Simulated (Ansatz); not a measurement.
**MnPt2: from a guess to a relaxed structure**

Where does this trial cell of MnPt2 go when cell and atoms are let free?

Method: DFT PBE, scalar-relativistic, plane waves, PAW, in Ansatz 0.2.0.

## 1. The structure to begin with

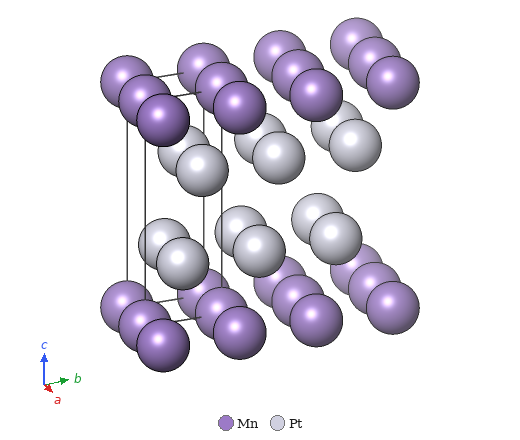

The starting structure, seen slightly off an axis (manganese light purple, platinum light grey). 2×3×1 cells are drawn. Atoms on the faces are drawn again on the opposite ones.

Coordinates:

```cif
data_structure
_symmetry_space_group_name_H-M 'P 1'
_symmetry_Int_Tables_number 1
_cell_length_a 2.8584
_cell_length_b 2.8584
_cell_length_c 6.5325
_cell_angle_alpha 90.000
_cell_angle_beta 90.000
_cell_angle_gamma 120.000
_cell_volume 46.22
loop_
_atom_site_label
_atom_site_type_symbol
_atom_site_fract_x
_atom_site_fract_y
_atom_site_fract_z
_atom_site_occupancy
Mn1 Mn 0.00000 0.00000 0.00000 1
Pt1 Pt 0.33333 0.66667 0.68379 1
Pt2 Pt 0.66667 0.33333 0.31621 1
```

The start is a polymorph listed in a database, not an invented cell.

## 2. Probe: one point on a coarse mesh

input.yaml reads:

```yaml
crystal:
  lattice:
    - [2.85840437, 0.0, 0.0]
    - [-1.42920218, 2.4754508, 0.0]
    - [0.0, 0.0, 6.53250408]
  atoms:
    - { symbol: Mn, position: [0.0, 0.0, 0.0], spin: 4.0 }
    - { symbol: Pt, position: [0.33333333, 0.66666667, 0.68379402] }
    - { symbol: Pt, position: [0.66666667, 0.33333333, 0.31620598] }
basis:
  ecutwfc: 420
kpoints:
  mp_grid: { grid: [6, 6, 4] }
hamiltonian:
  xc: pbe
scf:
  occupations: { method: gaussian, width: 0.1 }
  lower_state_search: "off"
output:
  forces: true
  stress: true
  eigenvalues: true
  populations: true
magnetization:
  spin_polarized: true
```

Launch:

```sh
ansatz run input.yaml --threads 1 --pin off --max-ram 2560MiB --backend cpu --events-out ev --progress --plain --runs-dir out
```

Log:

```text
[... 50 lines left out ...]
SCF 1 converged in 17 iterations: F = -28945.532214 eV  dr2 = 3.78e-9
SCF converged after 17 iterations
an eigenvalue changed by more than its tolerance at an iteration that met the thresholds in force, so the SCF went on 2 times, its first undamped step at iteration 15: the last check found none over its tolerance
Magnetization: 4.6279 μB (27.8139 up, 23.1861 down)
Absolute magnetization: 4.7340 μB (∫|ρ↑−ρ↓|, with the PAW one-centre terms)
Spin contamination: 0.0731 ħ² per cell (⟨S²⟩ above its minimum at these occupations)
Per-site moments (μB) at R_I (Å): [(3.756403876963934, 1.0906132455660675), (0.34995300351168235, 1.0906132455660675), (0.34995300351168224, 1.0906132455660675)]
Free energy (F): -28945.532214 eV
Harris-Foulkes:  -28945.532214 eV  (|F-HF|=3.37e-9)
Internal energy: -28945.522114 eV  (E = F + TS)
E sigma→0 (E₀):  -28945.527164 eV
Entropy (-TS):   -0.010100 eV (-3.367 meV/atom)
Fermi energy:    19.764451 eV
--- Per-component energies (eV) ---
  E_band       = -547.295609
  E_kinetic    = 1575.523948
  E_local      = -4986.577324  (includes V_loc(G=0)·N_el)
  E_nonlocal   = 647.161039
  E_hartree    = 1923.417665
  E_xc         = -635.928463
  E_vxc        = -749.355042  (∫ρ·V_xc dr)
  E_paw        = -20211.574900  (= ΣΔE_a)
  E_vpaw       = -880.881333  (= ΣTr[D̂ρ^β])
  E_aug_tail   = 0.000382  (compensation charges beyond the density's cutoff)
  E_ewald      = -7257.544461
  E_smearing   = -0.010100  (= −TS)
  E_closure    = -0.000000  (closes the sum)
  Σ components = -28945.532214   (vs F -28945.532214, Δ=0.00e0)
--- Forces (eV/Å), atoms counted from 1 ---
  atom   1  Mn     0.00000000     0.00000000     0.00000000
  atom   2  Pt    -0.00000000     0.00000000    -0.00957880
  atom   3  Pt     0.00000000    -0.00000000     0.00957880
  max |Σ_I F_I| component: 2.69e-30 eV/Å
--- Stress (GPa, compression-positive) ---
       -1.886976       0.000000       0.000000
        0.000000      -1.886976       0.000000
        0.000000       0.000000       1.360953
  P = ⅓ Tr σ = -0.8043 GPa (-8.043 kbar)
--- Band table (eV; the first three rows and the last of 48) ---
  k-point 0 ↑: bands = ["-78.6430", "-78.6351", "-61.2994", "-32.9611", "-32.8321", "-32.7627", "-32.7627", "-32.7440", "-32.7440", "-29.9984", "-29.9984", "-29.9903", "10.4305", "12.7555", "13.8777", "16.1157", "16.1157", "16.3667", "16.3667", "16.5655", "16.7217", "16.7217", "17.1304", "17.5635", "18.1489", "18.1489", "18.6584", "18.6584", "18.9199", "18.9199", "29.7910", "30.8331", "34.7156"]
  k-point 1 ↑: bands = ["-78.6430", "-78.6351", "-61.2994", "-32.9657", "-32.8273", "-32.7629", "-32.7629", "-32.7439", "-32.7439", "-29.9984", "-29.9984", "-29.9906", "10.6943", "12.3822", "13.7232", "15.9603", "16.1364", "16.1364", "16.3670", "16.3670", "16.8146", "16.8146", "17.2277", "18.0713", "18.0713", "18.1925", "18.1925", "18.8379", "19.3693", "19.3693", "27.3323", "33.1993", "34.2750"]
  k-point 2 ↑: bands = ["-78.6430", "-78.6351", "-61.2994", "-32.9699", "-32.8227", "-32.7630", "-32.7630", "-32.7437", "-32.7437", "-29.9984", "-29.9984", "-29.9910", "11.2540", "11.6745", "13.6127", "15.8128", "16.1164", "16.1164", "16.4742", "16.4742", "16.8394", "16.8394", "17.1676", "17.9670", "17.9670", "17.9776", "17.9776", "19.5965", "19.5965", "19.9901", "25.7883", "34.0248", "34.5889"]
  k-point 23 ↓: bands = ["-78.4111", "-78.4111", "-57.1528", "-32.6973", "-32.6923", "-32.6923", "-32.6580", "-32.5845", "-32.5845", "-26.0243", "-26.0243", "-25.9832", "15.2187", "15.2187", "15.2564", "15.6851", "15.9658", "15.9658", "16.1308", "17.4411", "17.4411", "17.8521", "20.6935", "20.6935", "20.9603", "20.9603", "22.2820", "25.0872", "25.0872", "25.3217", "25.3217", "25.5600", "26.9923"]
--- Löwdin populations: 3 sites ---
  site symbol       q [e]    m [muB]
     0     Mn     14.4651     3.9861
     1     Pt     18.0262     0.3315
     2     Pt     18.0262     0.3315
  spilling = 0.009461 (of n_electrons = 51.000000)
```

It took 6.5 s on 1 thread of Intel Xeon Platinum 8488C (Sapphire Rapids), shared host; peak memory 0.4 GiB.

Per atom:

| atom | moment in the atom's sphere (μB) | Löwdin electrons |
| --- | --- | --- |
| Mn1 | 3.76 | 14.47 |
| Pt2 | 0.35 | 18.03 |
| Pt3 | 0.35 | 18.03 |

The Löwdin counts miss 0.48 of the 51 electrons, which the atomic orbitals do not span, so they are no charges.

Read-out: pressure -0.8 GPa, largest force 0.01 eV/Å, gap on this mesh none (metal). The relaxation goes to the converged mesh at once.

(Part 1 of 2 ends here.)
